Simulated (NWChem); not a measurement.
# TiH4O4 (SMILES O[Ti](O)(O)O) at B3LYP/def2-SVP

What is the energy change on altering one bond length of TiH4O4 at B3LYP/def2-SVP? Input form: an ASE script.

Program for the calculation: NWChem 7.3.0.

6 further runs of the same task are left out: 2 that didn't finish, 4 set aside as unsound or not needed.

## (1) Starting point

TiH4O4 has 9 atoms, charge 0, and is taken as a singlet. SMILES: `O[Ti](O)(O)O`. The shape is that of a PBE0-D4/def2-TZVP optimisation. This is one conformer, not always the lowest.

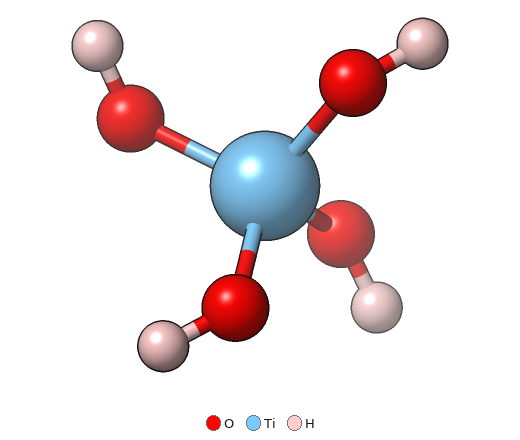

Viewed from a chosen angle; oxygen red, titanium blue, hydrogen pink.

## (2) Energy and forces at B3LYP/def2-SVP

Contents of run.py:

```python
from ase import Atoms
from ase.calculators.nwchem import NWChem

mol = Atoms('OTiOOOHHHH', positions=[
    [-0.125250, 1.268390, -1.272730],
    [0.000070, 0.000090, -0.000050],
    [1.651710, -0.715310, -0.066120],
    [-1.235630, -1.279200, -0.283830],
    [-0.290490, 0.726280, 1.622320],
    [-0.813470, 1.413950, -1.922910],
    [2.270980, -0.885970, 0.644480],
    [-1.123140, -2.176250, -0.600550],
    [-0.334770, 1.648010, 1.879390],
])

calc = NWChem(
    label='h4o4ti',
    theory='dft',
    memory='2200 mb',
    basis='def2-SVP',
    basispar='spherical bse',
    dft={'xc': 'b3lyp', 'mult': '1', 'grid': 'fine', 'convergence': 'energy 1e-08', 'iterations': '100', 'mulliken': None},
)
mol.calc = calc

forces = mol.get_forces()
e = mol.get_potential_energy()
print(f"E = {e:.6f} eV")
print("forces (eV/A):")
for s, f in zip(mol.symbols, forces):
    print(f"{s:2s} {f[0]:10.5f} {f[1]:10.5f} {f[2]:10.5f}")
print("dipole (e A):", mol.get_dipole_moment().round(4))
```

Run with:

```
$ export ASE_NWCHEM_COMMAND="nwchem PREFIX.nwi > PREFIX.nwo"
$ python run.py
```

What it wrote:

```text
E = -31365.432777 eV
forces (eV/A):
O     0.27871   -0.12346    0.31902
Ti   -0.00005   -0.00021   -0.00057
O    -0.32699    0.10619   -0.27665
O     0.01944    0.41477    0.14105
O     0.02905   -0.39770   -0.18311
H    -0.26806    0.05060   -0.24420
H     0.23073   -0.06428    0.27706
H     0.05034   -0.33825   -0.12269
H    -0.01327    0.35234    0.09014
dipole (e A): [-0.0003 -0.      0.0003]
```

The calculator wrote h4o4ti.nwi:

```
title "h4o4ti"

permanent_dir h4o4ti

scratch_dir h4o4ti

start h4o4ti

geometry units angstrom nocenter noautosym noautoz
  O  -1.2525000000000000e-01 1.2683899999999999e+00 -1.2727299999999999e+00
  Ti 6.9999999999999994e-05 9.0000000000000006e-05 -5.0000000000000002e-05
  O  1.6517100000000000e+00 -7.1531000000000000e-01 -6.6119999999999998e-02
  O  -1.2356300000000000e+00 -1.2791999999999999e+00 -2.8383000000000003e-01
  O  -2.9049000000000003e-01 7.2628000000000004e-01 1.6223200000000000e+00
  H  -8.1347000000000003e-01 1.4139500000000000e+00 -1.9229099999999999e+00
  H  2.2709800000000002e+00 -8.8597000000000004e-01 6.4448000000000005e-01
  H  -1.1231400000000000e+00 -2.1762500000000000e+00 -6.0055000000000003e-01
  H  -3.3477000000000001e-01 1.6480100000000000e+00 1.8793899999999999e+00
end

memory 2200 mb

basis spherical bse noprint
   * library def2-SVP
end

dft
  xc b3lyp
  mult 1
  grid fine
  convergence energy 1e-08
  iterations 100
  mulliken
end

task dft gradient
```

h4o4ti.nwo, shortened:

```text
[...]
          Wavefunction type:  closed shell.
          No. of atoms     :     9
          No. of electrons :    58
[...]
          Charge           :     0
          Spin multiplicity:     1
[...]
          AO basis - number of functions:   107
[...]
              XC Information
              --------------
                         B3LYP Method XC Potential
                     Hartree-Fock (Exact) Exchange  0.200
                        Slater Exchange Functional  0.800 local
                    Becke 1988 Exchange Functional  0.720 non-local
              Lee-Yang-Parr Correlation Functional  0.810
                  VWN I RPA Correlation Functional  0.190 local
[...]
 d= 0,ls=0.0,diis     1  -1152.1643541130 -1.48D+03  4.42D-02  3.41D+00     9.0
[...]
 d= 0,ls=0.0,diis    12  -1152.6584036943 -6.71D-10  1.30D-07  1.85D-10    52.2
         Total DFT energy =    -1152.658403694332
      One electron energy =    -2233.834798233607
           Coulomb energy =      831.837015132296
    Exchange-Corr. energy =      -77.995737439573
 Nuclear repulsion energy =      327.335116846553
[...]
  wavefunction    = closed shell
                         DFT ENERGY GRADIENTS
    atom               coordinates                        gradient
                 x          y          z           x          y          z
   1 O      -0.236688   2.396910  -2.405111   -0.005420   0.002401  -0.006204
   2 Ti      0.000132   0.000170  -0.000094    0.000001   0.000004   0.000011
   3 O       3.121279  -1.351740  -0.124949    0.006359  -0.002065   0.005380
   4 O      -2.335002  -2.417337  -0.536361   -0.000378  -0.008066  -0.002743
   5 O      -0.548947   1.372470   3.065740   -0.000565   0.007734   0.003561
   6 H      -1.537235   2.671978  -3.633773    0.005213  -0.000984   0.004749
   7 H       4.291530  -1.674241   1.217891   -0.004487   0.001250  -0.005388
   8 H      -2.122427  -4.112516  -1.134875   -0.000979   0.006578   0.002386
   9 H      -0.632624   3.114287   3.551532    0.000258  -0.006852  -0.001753
[...]
```

Run time: 62 s. Hardware: 1 thread of Intel Xeon Platinum 8259CL at 2.50GHz (Skylake/Cascade Lake), shared host; peak memory 0.14 GiB.

## (3) The distorted shape: a single-point energy at B3LYP/def2-SVP

Contents of run.py:

```python
from ase import Atoms
from ase.calculators.nwchem import NWChem

molecule = Atoms(['O', 'Ti', 'O', 'O', 'O', 'H', 'H', 'H', 'H'], positions=[
    [-0.187912, 1.902563, -1.909093],
    [0.000070, 0.000090, -0.000050],
    [1.651710, -0.715310, -0.066120],
    [-1.235630, -1.279200, -0.283830],
    [-0.290490, 0.726280, 1.622320],
    [-0.876132, 2.048123, -2.559273],
    [2.270980, -0.885970, 0.644480],
    [-1.123140, -2.176250, -0.600550],
    [-0.334770, 1.648010, 1.879390],
])

calc = NWChem(
    label='job',
    theory='dft',
    memory='2200 mb',
    basis='def2-SVP',
    basispar='spherical bse',
    dft={'xc': 'b3lyp', 'mult': '1', 'grid': 'fine', 'convergence': 'energy 1e-08', 'iterations': '100', 'mulliken': None},
    task='energy',
)
molecule.calc = calc

print(f"energy = {molecule.get_potential_energy():.6f} eV")
print("dipole (e A):", molecule.get_dipole_moment().round(4))
```

Run with:

```
$ export ASE_NWCHEM_COMMAND="nwchem PREFIX.nwi > PREFIX.nwo"
$ python run.py
```

What it wrote:

```text
energy = -31362.257175 eV
dipole (e A): [ 0.123  -0.5332  0.5764]
```

The calculator wrote job.nwi:

```
title "job"

permanent_dir job

scratch_dir job

start job

geometry units angstrom nocenter noautosym noautoz
  O  -1.8791200000000000e-01 1.9025630000000000e+00 -1.9090929999999999e+00
  Ti 6.9999999999999994e-05 9.0000000000000006e-05 -5.0000000000000002e-05
  O  1.6517100000000000e+00 -7.1531000000000000e-01 -6.6119999999999998e-02
  O  -1.2356300000000000e+00 -1.2791999999999999e+00 -2.8383000000000003e-01
  O  -2.9049000000000003e-01 7.2628000000000004e-01 1.6223200000000000e+00
  H  -8.7613200000000002e-01 2.0481229999999999e+00 -2.5592730000000001e+00
  H  2.2709800000000002e+00 -8.8597000000000004e-01 6.4448000000000005e-01
  H  -1.1231400000000000e+00 -2.1762500000000000e+00 -6.0055000000000003e-01
  H  -3.3477000000000001e-01 1.6480100000000000e+00 1.8793899999999999e+00
end

memory 2200 mb

basis spherical bse noprint
   * library def2-SVP
end

dft
  xc b3lyp
  mult 1
  grid fine
  convergence energy 1e-08
  iterations 100
  mulliken
end

task dft energy
```

job.nwo, shortened:

```text
[...]
          Wavefunction type:  closed shell.
          No. of atoms     :     9
          No. of electrons :    58
[...]
          Charge           :     0
          Spin multiplicity:     1
[...]
          AO basis - number of functions:   107
[...]
              XC Information
              --------------
                         B3LYP Method XC Potential
                     Hartree-Fock (Exact) Exchange  0.200
                        Slater Exchange Functional  0.800 local
                    Becke 1988 Exchange Functional  0.720 non-local
              Lee-Yang-Parr Correlation Functional  0.810
                  VWN I RPA Correlation Functional  0.190 local
[...]
 d= 0,ls=0.0,diis     1  -1151.9110985654 -1.45D+03  5.07D-02  3.76D+00     4.5
[...]
 d= 0,ls=0.0,diis    27  -1152.5417024483 -1.27D-09  3.16D-07  1.75D-09    90.9
         Total DFT energy =    -1152.541702448258
      One electron energy =    -2178.858154794381
           Coulomb energy =      803.777802895619
    Exchange-Corr. energy =      -77.854159608386
 Nuclear repulsion energy =      300.392809058890
[...]
      Total Density - Mulliken Population Analysis
     ---------------------------------------------
    Atom       Charge   Shell Charges
 -----------   ------   -------------------------------------------------------
    1 O    8     8.55   1.99  1.07  0.76  2.77  1.95  0.01
    2 Ti  22    20.93   2.00  2.00  2.01  0.27 -0.01  6.00  6.04  0.53  1.28  0.76  0.05
    3 O    8     8.43   1.99  1.07  0.68  2.87  1.81  0.01
    4 O    8     8.42   1.99  1.08  0.68  2.86  1.80  0.01
    5 O    8     8.43   1.99  1.07  0.69  2.87  1.81  0.01
    6 H    1     0.86   0.70  0.09  0.07
    7 H    1     0.79   0.67  0.06  0.07
    8 H    1     0.80   0.67  0.06  0.07
    9 H    1     0.79   0.67  0.06  0.07
[...]
```

It took 92 s on 1 thread of Intel Xeon Platinum 8259CL at 2.50GHz (Skylake/Cascade Lake), shared host; peak memory 0.12 GiB.

## (4) Summary of results

At B3LYP/def2-SVP:

| quantity | value |
| --- | --- |
| first shape: total energy | -1152.65840 Eh |
| first shape: dipole moment | 0.00 D |
| first shape: HOMO energy | -8.22 eV |
| first shape: LUMO energy | -1.08 eV |
| first shape: HOMO–LUMO gap | 7.14 eV |
| first shape: largest force on an atom | 0.441 eV/Å |
| distorted shape: total energy | -1152.54170 Eh |
| distorted shape: dipole moment | 3.82 D |
| distorted shape: HOMO energy | -5.52 eV |
| distorted shape: LUMO energy | -2.69 eV |
| distorted shape: HOMO–LUMO gap | 2.83 eV |
| energy change with the O1–Ti2 bond stretched from 1.801 to 2.702 Å | 3.176 eV |

What this shows: With the O1–Ti2 bond stretched from 1.801 to 2.702 Å the energy rises by 3.18 eV (306 kJ/mol). The first shape isn't relaxed at this level, so the change isn't measured from a minimum. A restricted reference can't describe the breaking bond well at this length. The largest force (first shape) is 0.44 eV/Å: the shape isn't a stationary point for this species at this level.
